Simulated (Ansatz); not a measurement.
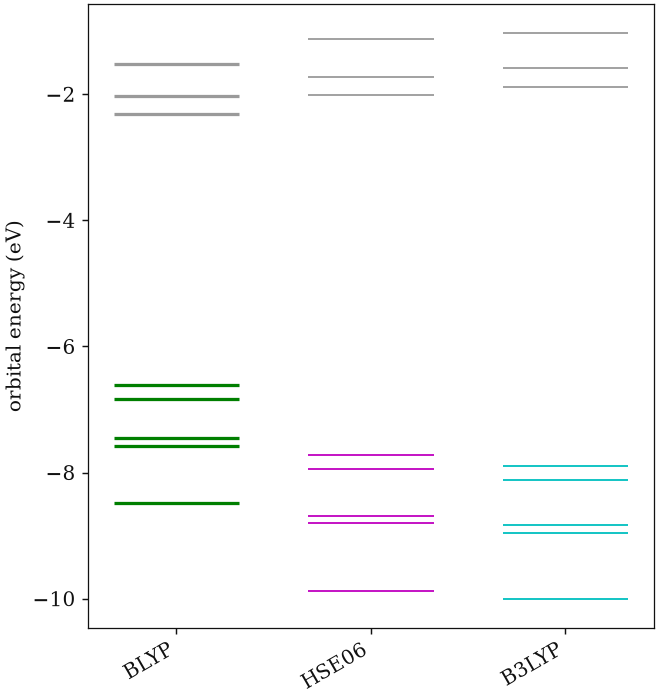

Frontier orbital energies of MoN₂H₃OF, SMILES [NH]=[Mo](=[NH])([OH])[F], singlet at one geometry, def2-TZVPP, the Ansatz code 0.2.0, at a PBE0-D4/def2-TZVP geometry (a minimum by its frequencies). Empty levels are grey, levels within 0.1 eV stand side by side; all columns show the same few orbitals around the gap.

Compare the HOMO-LUMO separations.

The separation grows from 4.29 eV (BLYP) to 6.00 eV (B3LYP).

```csv
level,HOMO (eV),LUMO (eV),separation (eV)
BLYP,−6.61,−2.32,4.29
HSE06,−7.72,−2.02,5.70
B3LYP,−7.89,−1.89,6.00
```

Caveats, for all or some of the runs: core potentials past krypton; empty levels above zero depend strongly on the basis.
